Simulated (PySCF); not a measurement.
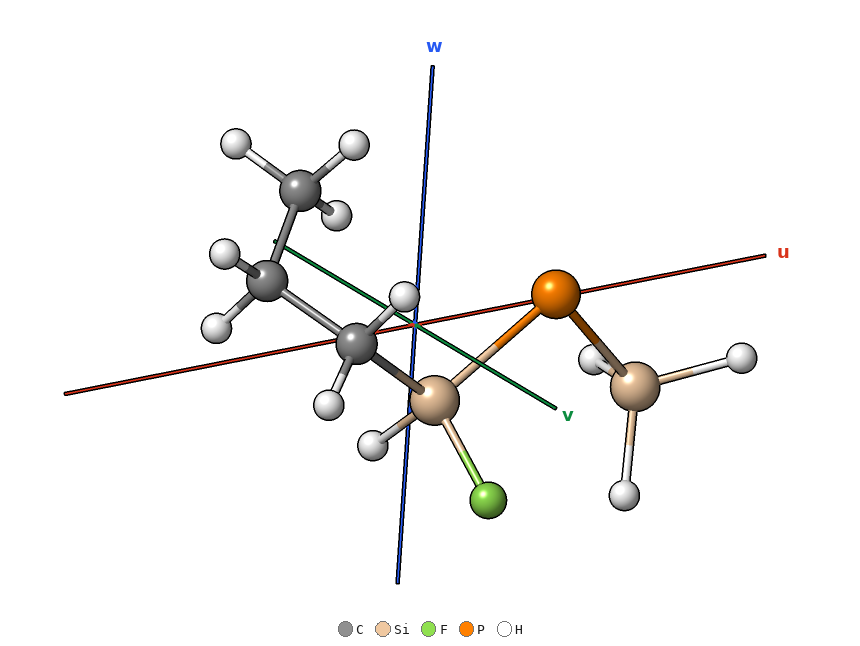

The lines u, v and w are the principal axes of the g tensor. State: neutral, doublet. Computed geometry: GFN2-xTB optimisation. No frequency run is at hand to confirm it as a minimum. Properties computed with UKS B3LYP, pcH-1 on C F H P Si, non-relativistic, mean-field spin-orbit, GIAO (PySCF 2.14.0).

Question. Along which axis does g lie farthest from the free-electron value?

Answer. Along u: the shift is 24451 ppm.

Give the principal values and shifts.

| axis | g | shift (ppm) |
| --- | --- | --- |
| u | 2.02677 | 24451 |
| v | 2.00213 | −191 |
| w | 2.01193 | 9615 |

The geometry is semi-empirical. Around P, Si such bond lengths and angles can be off by a tenth of an ångström or more and by several degrees, and values that hang on the shape move with them.
